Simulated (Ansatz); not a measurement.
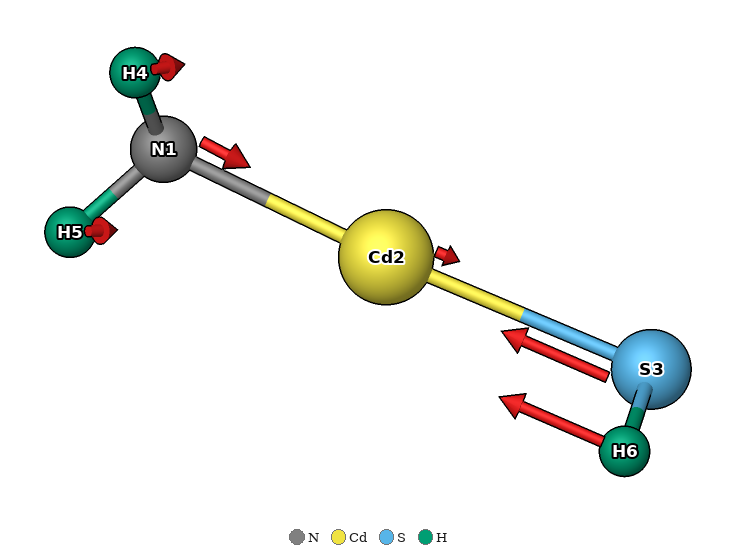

The arrows show one normal mode. Harmonic vibrations computed with RKS PBE0-D4/def2-TZVP, core potentials on Cd (Ansatz 0.2.0) at a stationary point of the same level.

What kind of motion is it?

Mostly Cd–S stretching.

At what wavenumber does it lie?

345 cm⁻¹; it is mode 4 of 12 counted from the lowest.
